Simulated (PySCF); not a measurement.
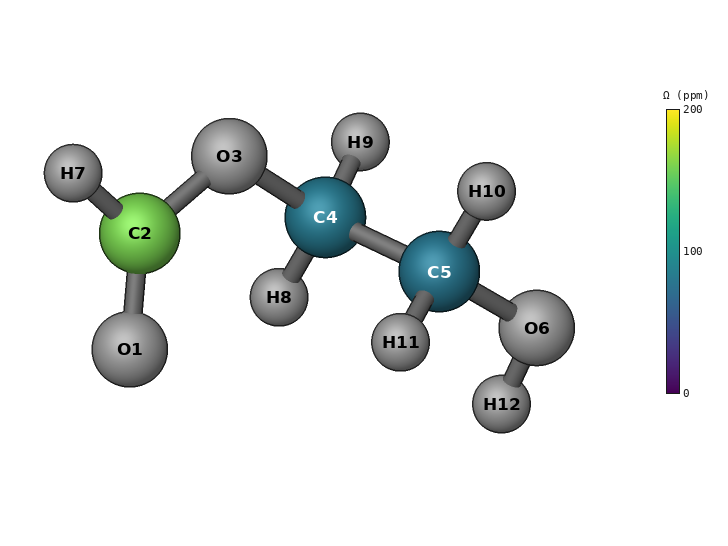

The C atoms are coloured by the span of their shielding tensor. Geometry: an end point of a reaction path computed with GFN2-xTB. Method: GIAO PBE0/pcSseg-1 NMR shielding, non-relativistic, gas phase (PySCF 2.14.0). Principal shieldings σ11 ≤ σ22 ≤ σ33, span Ω = σ33 − σ11, skew κ = 3(σiso − σ22)/Ω.

Question. Which C atom has the most anisotropic shielding?

Answer. C2, with a span of 160 ppm.

Give the shielding tensors of the C atoms.

```
atom    σ11    σ22    σ33   σiso      Ω      κ
  C2  −82.5   67.8   77.1   20.8  159.6  −0.88
  C4   80.7  119.1  161.3  120.3   80.6   0.05
  C5   89.4  112.2  168.0  123.2   78.6   0.42
```

Shieldings and span in ppm.
